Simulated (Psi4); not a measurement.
# HF-D3(BJ)/def2-SV(P) (Cholesky decomposition, core potential) run of SnCl2 (SMILES [Cl][Sn][Cl])

Aim: the energy change on altering one bond length of SnCl2 at HF-D3(BJ)/def2-SV(P) (Cholesky decomposition, core potential), from 2 runs. 

The calculation is run with Psi4 1.11.

6 further runs of the same task are left out: 6 set aside as unsound or not needed.

**1. The molecule**

SnCl2 has 3 atoms, charge 0, and is taken as a singlet. SMILES: `[Cl][Sn][Cl]`. The shape comes from GFN2-xTB, which is rough for such elements, and wasn't checked as a minimum.

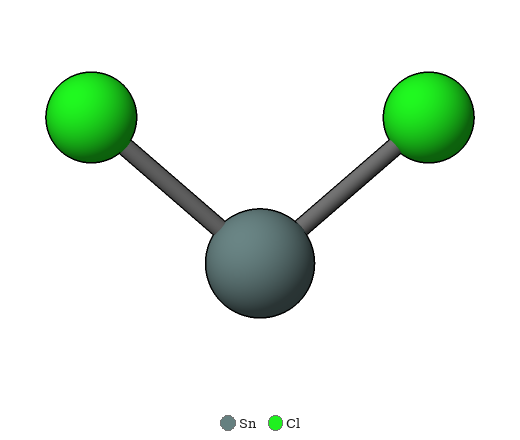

The structure, seen from a chosen angle (tin teal, chlorine green).

**2. The energy at HF-D3(BJ)/def2-SV(P) (Cholesky decomposition, core potential)**

Contents of input.json:

```json
{
 "schema_name": "qcschema_input",
 "schema_version": 1,
 "molecule": {
  "schema_name": "qcschema_molecule",
  "schema_version": 2,
  "symbols": ["Sn", "Cl", "Cl"],
  "geometry": [0.00927856, -0.01353044, -1.93458822, 3.42531757, -0.03594259, 0.98458511, -3.43459613, 0.04947303, 0.95000312],
  "molecular_charge": 0,
  "molecular_multiplicity": 1
 },
 "driver": "energy",
 "model": {
  "method": "hf-d3bj2b",
  "basis": "def2-SV(P)"
 },
 "keywords": {
  "reference": "rhf",
  "scf_type": "cd"
 }
}
```

Launch:

```sh
$ psi4 --qcschema input.json -n 1 --memory 1600MB
```

stdout, shortened:

```text
[...]
    !!!  WARNING: ECP capability is in beta. Please check occupations closely.  !!!
[...]
  Running in cs symmetry.
[...]
  Nuclear repulsion =  208.601236724863782
[...]
  Multiplicity = 1
[...]
  Nalpha       = 28
  Nbeta        = 28
[...]
    Number of basis functions: 62
[...]
   @RHF iter   1: -1132.15470317579866   -1.83198e+00   5.54125e-03 ADIIS/DIIS
[...]
   @RHF iter   8: -1132.19944535682521   -3.31756e-08   5.64993e-07 DIIS
[...]
    Orbital Energies [Eh]
    ---------------------
    Doubly Occupied:
       1Ap  -104.768424     2Ap  -104.768352     3Ap   -10.530917
       4Ap   -10.530849     5Ap    -8.005071     6Ap    -8.005003
       1App   -8.003177     2App   -8.003111     7Ap    -8.002873
       8Ap    -8.002806     9Ap    -5.925001     3App   -4.115359
      10Ap    -4.111168    11Ap    -4.107864    12Ap    -1.383086
       4App   -1.379827    13Ap    -1.378764     5App   -1.376182
      14Ap    -1.370901    15Ap    -1.063048    16Ap    -1.044135
      17Ap    -0.619701    18Ap    -0.491817    19Ap    -0.468211
       6App   -0.461581     7App   -0.442432    20Ap    -0.433513
      21Ap    -0.371947
[...]
  @RHF Final Energy: -1132.19944535682521
   => Energetics <=
    Nuclear Repulsion Energy =            208.6012367248637815
    One-Electron Energy =               -2063.2104644056348661
    Two-Electron Energy =                 722.4400878453053565
    Total Energy =                      -1132.1994453568252084
[...]
 Multipole Moments:
 ------------------------------------------------------------------------------------
     Multipole            Electronic (a.u.)      Nuclear  (a.u.)        Total (a.u.)
 ------------------------------------------------------------------------------------
 L = 1.  Multiply by 2.5417464519 to convert [e a0] to [Debye]
 Dipole X            :         -0.1955697            0.1894464           -0.0061233
 Dipole Y            :        -40.1947398           38.7973534           -1.3973864
 Dipole Z            :          0.0000000            0.0000000            0.0000000
 Magnitude           :                                                    1.3973998
[...]
```

The result, in JSON:

```text
{
 "driver": "energy",
 "model": {
  "method": "hf-d3bj2b",
  "basis": "def2-SV(P)"
 },
 "success": true,
 "return_result": -1132.1994453568252,
 "properties": {
  "calcinfo_nbasis": 62,
  "calcinfo_nmo": 62,
  "calcinfo_nalpha": 28,
  "calcinfo_nbeta": 28,
  "calcinfo_natom": 3,
  "nuclear_repulsion_energy": 208.60123672486378,
  "return_energy": -1132.1994453568252,
  "scf_one_electron_energy": -2063.210464405635,
  "scf_two_electron_energy": 722.4400878453054,
  "scf_dispersion_correction_energy": -0.030305521359680516,
  "scf_dipole_moment": [-0.0061232527951331495, -1.3973864030394694, 0.0],
  "scf_total_energy": -1132.1994453568252,
  "scf_iterations": 8
 }
}
```

It took 4.5 s on 1 thread of AMD EPYC 7B13 (Zen 3), shared host; peak memory 0.2 GiB.

**3. The distorted shape, same level**

Contents of cl2sn.json:

```json
{
 "schema_name": "qcschema_input",
 "schema_version": 1,
 "molecule": {
  "schema_name": "qcschema_molecule",
  "schema_version": 2,
  "symbols": ["Sn", "Cl", "Cl"],
  "geometry": [0.35083143, -0.01577165, -1.64271435, 3.42531757, -0.03594259, 0.98458511, -3.09304325, 0.04723181, 1.24187699],
  "molecular_charge": 0,
  "molecular_multiplicity": 1
 },
 "driver": "energy",
 "model": {
  "method": "hf-d3bj2b",
  "basis": "def2-SV(P)"
 },
 "keywords": {
  "reference": "rhf",
  "scf_type": "cd"
 }
}
```

Launch:

```sh
$ psi4 --qcschema cl2sn.json -n 1 --memory 1600MB
```

stdout, shortened:

```text
[...]
    !!!  WARNING: ECP capability is in beta. Please check occupations closely.  !!!
[...]
  Running in cs symmetry.
[...]
  Nuclear repulsion =  220.020854944622727
[...]
  Multiplicity = 1
[...]
  Nalpha       = 28
  Nbeta        = 28
[...]
    Number of basis functions: 62
[...]
   @RHF iter   1: -1132.14537484085668   -1.49126e+00   5.02787e-03 DIIS/ADIIS
[...]
   @RHF iter   8: -1132.17952199308434   -2.29477e-08   4.76637e-07 DIIS
[...]
    Orbital Energies [Eh]
    ---------------------
    Doubly Occupied:
       1Ap  -104.794849     2Ap  -104.756135     3Ap   -10.562980
       4Ap   -10.518883     5Ap    -8.037370     1App   -8.034581
       6Ap    -8.034176     7Ap    -7.993058     2App   -7.991197
       8Ap    -7.990886     9Ap    -5.912531     3App   -4.102677
      10Ap    -4.100333    11Ap    -4.095674    12Ap    -1.379854
      13Ap    -1.369825     4App   -1.369218     5App   -1.364182
      14Ap    -1.360305    15Ap    -1.104926    16Ap    -1.040307
      17Ap    -0.636883    18Ap    -0.511505     6App   -0.495338
      19Ap    -0.488422     7App   -0.439497    20Ap    -0.433544
      21Ap    -0.358727
[...]
  @RHF Final Energy: -1132.17952199308434
   => Energetics <=
    Nuclear Repulsion Energy =            220.0208549446227266
    One-Electron Energy =               -2085.7811227116121700
    Two-Electron Energy =                 733.6126975156795424
    Total Energy =                      -1132.1795219930843359
[...]
 Multipole Moments:
 ------------------------------------------------------------------------------------
     Multipole            Electronic (a.u.)      Nuclear  (a.u.)        Total (a.u.)
 ------------------------------------------------------------------------------------
 L = 1.  Multiply by 2.5417464519 to convert [e a0] to [Debye]
 Dipole X            :         -3.0081245            2.4726336           -0.5354908
 Dipole Y            :        -37.8472901           36.8462175           -1.0010726
 Dipole Z            :          0.0000000            0.0000000            0.0000000
 Magnitude           :                                                    1.1352959
[...]
```

The result, in JSON:

```text
{
 "driver": "energy",
 "model": {
  "method": "hf-d3bj2b",
  "basis": "def2-SV(P)"
 },
 "success": true,
 "return_result": -1132.1795219930843,
 "properties": {
  "calcinfo_nbasis": 62,
  "calcinfo_nmo": 62,
  "calcinfo_nalpha": 28,
  "calcinfo_nbeta": 28,
  "calcinfo_natom": 3,
  "nuclear_repulsion_energy": 220.02085494462273,
  "return_energy": -1132.1795219930843,
  "scf_one_electron_energy": -2085.781122711612,
  "scf_two_electron_energy": 733.6126975156795,
  "scf_dispersion_correction_energy": -0.031951741774511044,
  "scf_dipole_moment": [-0.5354908326222008, -1.0010725820554853, 0.0],
  "scf_total_energy": -1132.1795219930843,
  "scf_iterations": 8
 }
}
```

Wall time 4.5 s (1 thread of AMD EPYC 7B13 (Zen 3), shared host); peak memory 0.2 GiB.

**4. Outcome**

At HF-D3(BJ)/def2-SV(P) (Cholesky decomposition, core potential):

| quantity | value |
| --- | --- |
| first shape: total energy | -1132.19945 Eh |
| first shape: dipole moment | 3.55 D |
| first shape: HOMO energy | -10.12 eV |
| first shape: LUMO energy | -0.32 eV |
| first shape: HOMO–LUMO gap | 9.80 eV |
| first shape: dispersion energy | -79.57 kJ/mol |
| distorted shape: total energy | -1132.17952 Eh |
| distorted shape: dipole moment | 2.89 D |
| distorted shape: HOMO energy | -9.76 eV |
| distorted shape: LUMO energy | 0.06 eV |
| distorted shape: HOMO–LUMO gap | 9.83 eV |
| distorted shape: dispersion energy | -83.89 kJ/mol |
| energy change with the Sn1–Cl2 bond shortened from 2.378 to 2.140 Å | 0.542 eV |

With the Sn1–Cl2 bond shortened from 2.378 to 2.140 Å the energy rises by 0.54 eV (52.3 kJ/mol). The first shape isn't relaxed at this level, so the change isn't measured from a minimum.
